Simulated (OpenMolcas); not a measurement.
# One shape, several levels: doublet C2H5InO+

We compute a comparison of 3 runs (UHF/STO-3G, UM06-2X/def2-SVP, UPBE0/def2-SVP) of doublet C2H5InO+. 

The calculation is run with OpenMolcas 26.06.

## Step 1: The system as given

C2H5InO+ has 9 atoms, charge +1, and is taken as a doublet. SMILES of the parent species: `C[C](=O)[InH2]`. The coordinates come from a PBE0-D4/def2-TZVP relaxation. That shape belongs to the parent species and isn't relaxed for this state.

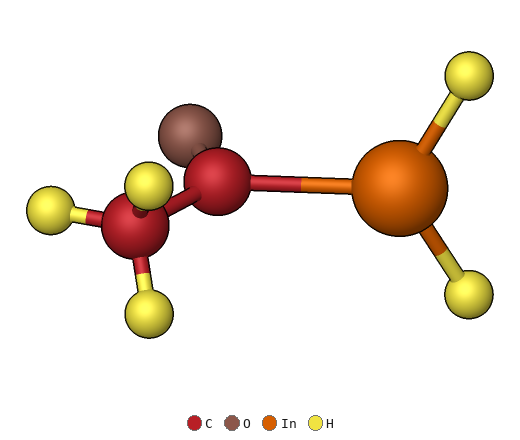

Viewed from a chosen angle; carbon red, oxygen brown, indium orange, hydrogen yellow.

## Step 2: A single-point energy at UHF/STO-3G (run 1)

Contents of coord.xyz:

```xyz
9

C      0.344400     1.188000    -0.839100
C      0.607000    -0.087100    -0.096200
O      1.705800    -0.590300    -0.051600
In    -0.847800    -1.304800     1.038800
H      1.255300     1.565500    -1.309800
H     -0.427200     1.011100    -1.595100
H     -0.058700     1.931600    -0.144300
H     -1.599800    -2.644700     0.254600
H     -0.978900    -1.069400     2.742600
```

Contents of test.inp:

```
* C2H5InO Hartree-Fock
>>> EXPORT MOLCAS_PRINT=2

&GATEWAY
 BasLib=$CurrDir
 Coord=coord.xyz
 Basis=STO-3G
 Group=NoSym

&SEWARD

&SCF
 UHF
 Charge=1
 Spin=2
 Thresholds=1e-10 1e-07 1e-07 1e-05
 PrOrbitals=1 2
```

The basis set STO-3G is read from a file made from the Basis Set Exchange's data (not shown).

Launch:

```
$ export MOLCAS_MEM=1860
$ pymolcas test.inp > test.log
```

Standard output:

```text
--- Start Module: gateway ---
[...]
--- Stop Module: gateway /rc=_RC_ALL_IS_WELL_ ---
--- Start Module: seward ---
[...]
      Basis functions           47
--- Stop Module: seward /rc=_RC_ALL_IS_WELL_ ---
[...]
--- Start Module: scf ---
[...]
       Convergence after  26 Iterations
[...]
::    Total SCF energy                              -5834.2370986813
[...]
      Total spin, S                                     0.5182380103
[...]
      Total electronic charge=   73.000000
      Total            charge=    1.000000
[...]
      Dipole Moment (debye):
      Origin of the operator (angstrom)=   -0.3785   -0.9088    0.6706
                   X=  1.8500E+00               Y=  3.6297E+00               Z= -2.7600E+00           Total=  4.9208E+00
      Center of Charge (angstrom)
[...]
--- Stop Module: scf /rc=_RC_ALL_IS_WELL_ ---
[...]
```

Wall time 4.2 s (1 thread of Intel Xeon Platinum 8259CL at 2.50GHz (Skylake/Cascade Lake), shared host); peak memory 0.38 GiB.

## Step 3: A single-point energy at UM06-2X/def2-SVP (core potential) (run 2)

Contents of run.input:

```
* C2H5InO Kohn-Sham DFT
>>> EXPORT MOLCAS_PRINT=2
&GATEWAY
BASLIB
$CurrDir
COORD
9
angstrom
C        0.344400       1.188000      -0.839100
C        0.607000      -0.087100      -0.096200
O        1.705800      -0.590300      -0.051600
In      -0.847800      -1.304800       1.038800
H        1.255300       1.565500      -1.309800
H       -0.427200       1.011100      -1.595100
H       -0.058700       1.931600      -0.144300
H       -1.599800      -2.644700       0.254600
H       -0.978900      -1.069400       2.742600
BASIS
def2-SVP
GROUP
NoSym
&SEWARD
GRIDINPUT
Grid=UltraFine
End of Grid
&SCF
UHF
CHARGE
1
SPIN
2
KSDFT
M062X
THRESHOLDS
1e-10 1e-07 1e-07 1e-05
PRORBITALS
1 2
```

The basis set def2-SVP is read from a file made from the Basis Set Exchange's data (not shown).

Launch:

```
$ export MOLCAS_MEM=1860
$ pymolcas run.input > run.log
```

Standard output:

```text
--- Start Module: gateway ---
[...]
--- Stop Module: gateway /rc=_RC_ALL_IS_WELL_ ---
--- Start Module: seward ---
[...]
      Basis functions           93
--- Stop Module: seward /rc=_RC_ALL_IS_WELL_ ---
[...]
--- Start Module: scf ---
[...]
       Convergence after  25 Iterations
[...]
::    Total KS-DFT energy                            -343.9516713795
[...]
      Total spin, S                                     0.5033507019
[...]
      Total electronic charge=   45.000000
      Total            charge=    1.000000
[...]
      Dipole Moment (debye):
      Origin of the operator (angstrom)=   -0.3785   -0.9088    0.6706
                   X=  3.5307E-01               Y=  3.7167E+00               Z= -2.4418E+00           Total=  4.4610E+00
      Center of Charge (angstrom)
[...]
--- Stop Module: scf /rc=_RC_ALL_IS_WELL_ ---
[...]
```

Run time: 2.1 min. Hardware: 1 thread of Intel Xeon Platinum 8259CL at 2.50GHz (Skylake/Cascade Lake), shared host; peak memory 0.51 GiB.

## Step 4: The energy at UPBE0/def2-SVP (core potential) (run 3)

Contents of run.input:

```
* C2H5InO Kohn-Sham DFT

&GATEWAY
  BasLib=$CurrDir
  BasisSet
  C.def2-SVP....
  C1 0.344400 1.188000 -0.839100 angstrom
  C2 0.607000 -0.087100 -0.096200 angstrom
  End of Basis
  BasisSet
  O.def2-SVP....
  O3 1.705800 -0.590300 -0.051600 angstrom
  End of Basis
  BasisSet
  In.def2-SVP....
  In4 -0.847800 -1.304800 1.038800 angstrom
  End of Basis
  BasisSet
  H.def2-SVP....
  H5 1.255300 1.565500 -1.309800 angstrom
  H6 -0.427200 1.011100 -1.595100 angstrom
  H7 -0.058700 1.931600 -0.144300 angstrom
  H8 -1.599800 -2.644700 0.254600 angstrom
  H9 -0.978900 -1.069400 2.742600 angstrom
  End of Basis

&SEWARD
  GridInput
  Grid=UltraFine
  End of Grid

&SCF
  UHF
  Charge=1
  Spin=2
  KSDFT=PBE0
  Thresholds=1e-10 1e-07 1e-07 1e-05
  PrOrbitals=1 2
```

The basis set def2-SVP is read from a file made from the Basis Set Exchange's data (not shown).

Launch:

```
$ export MOLCAS_MEM=1860
$ pymolcas run.input > run.log
```

Standard output:

```text
--- Start Module: gateway ---
[...]
--- Stop Module: gateway /rc=_RC_ALL_IS_WELL_ ---
--- Start Module: seward ---
[...]
      Basis functions           93
--- Stop Module: seward /rc=_RC_ALL_IS_WELL_ ---
[...]
--- Start Module: scf ---
[...]
       Convergence after  23 Iterations
[...]
::    Total KS-DFT energy                            -343.9254735755
[...]
      Total spin, S                                     0.5027142352
[...]
      Total electronic charge=   45.000000
      Total            charge=    1.000000
[...]
      Dipole Moment (debye):
      Origin of the operator (angstrom)=   -0.3785   -0.9088    0.6706
                   X=  3.1165E-01               Y=  3.5790E+00               Z= -2.3445E+00           Total=  4.2898E+00
      Center of Charge (angstrom)
[...]
--- Stop Module: scf /rc=_RC_ALL_IS_WELL_ ---
[...]
```

Run time: 76 s. Hardware: 1 thread of Intel Xeon Platinum 8259CL at 2.50GHz (Skylake/Cascade Lake), shared host; peak memory 0.51 GiB.

## Step 5: The series

```csv
run,level,integration grid,energy (Eh),HOMO energy (eV),LUMO energy (eV),⟨S²⟩,wall time
1,UHF/STO-3G,–,-5834.237099,-14.11,-2.00,0.787,4.2 s
2,UM06-2X/def2-SVP (core potential),UltraFine,-343.951671,-14.30,-9.36,0.757,2.1 min
3,UPBE0/def2-SVP (core potential),UltraFine,-343.925474,-13.34,-10.30,0.755,76 s
```

## Step 6: Results

| quantity | value |
| --- | --- |
| run 3: total energy | -343.92547 Eh |
| run 3: HOMO energy (highest over α and β) | -13.34 eV |
| run 3: LUMO energy (lowest over α and β) | -10.30 eV |
| run 3: ⟨S²⟩ | 0.755 |

**Reading.** Totals of different functionals can't be ranked against each other. Some runs of one species differ in core potentials or relativity; totals across that change don't compare. In run 1 the basis is minimal, so the values are rough. In run 1 relativity is left out where basis or elements ask for it. All runs together took 3.4 min, the longest 2.1 min.
